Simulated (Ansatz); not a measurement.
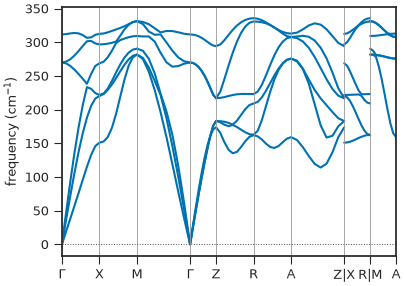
Fig. 1. Phonon dispersion of TiAl (L1₀ or tetragonal B2, space group No. 123), PBEsol in the plane-wave PAW code Ansatz; imaginary frequencies are drawn negative

### Question
Is this phase dynamically stable?

### Answer
Yes, on this path no branch is imaginary.

### Question
How high does the spectrum reach?

### Answer
About 340 cm⁻¹ (10.1 THz).

Space group P4/mmm (L1₀ or tetragonal B2). Symmetry was held in the PBEsol relaxation. No spin polarisation was allowed. As this level gives no gap, phonon frequencies hold no LO–TO term and depend on the k-mesh and smearing (Fermi–Dirac, 0.1 eV here).

Potentials: the earlier of the program's two PAW sets. The files were generated under PBE; for other functionals the program regenerates the frozen cores, and for LDA and PBEsol the local potential too.
